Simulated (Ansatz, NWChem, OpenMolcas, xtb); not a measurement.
**Loss of CH4: C3H4 → C2 + CH4**

Gas-phase species: C3H4 `C1=CC1`, singlet; C2, singlet; CH4 (methane) `C`, singlet. This is a balance of energies; it says nothing on the path, which may need atoms to shift.

Shapes, held fixed at every level: PBE0-D4/def2-TZVP. Programs: Ansatz 0.2.0, NWChem 7.3.0, OpenMolcas 26.06, xtb 6.7.1. A level may come from different programs for different species; with the same settings they agree closely. Electronic energies: no zero-point or thermal term.

```tsv
level	kind	ΔE (kJ/mol)
GFN2-xTB	semi-empirical	+369.1
HF/STO-3G	Hartree–Fock	+661.1
HF/3-21G	Hartree–Fock	+603.3
HF/def2-SVP	Hartree–Fock	+689.4
PBE0/def2-SVP	global hybrid	+654.7
B3LYP/6-31G* (spherical functions)	global hybrid	+575.9
```

B3LYP/6-31G* (spherical functions) gives ΔE = +575.9 kJ/mol; the levels span +369.1 to +689.4. GFN2-xTB strays far from the other rows. The median of the levels is +629.0. No measured value is set beside it here. B3LYP/6-31G* (spherical functions) lies outside the range of the other correlated levels here, so it shouldn't be taken on trust. Rows in sets without polarisation functions are far from converged.

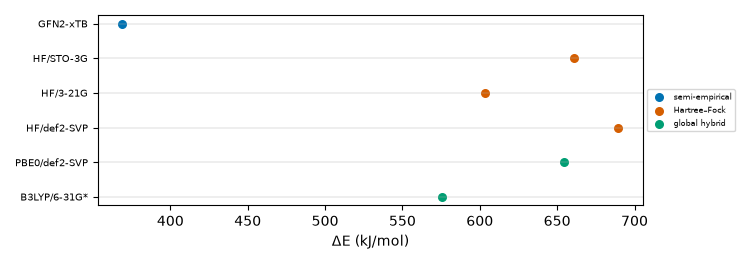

The values of the table, level by level.
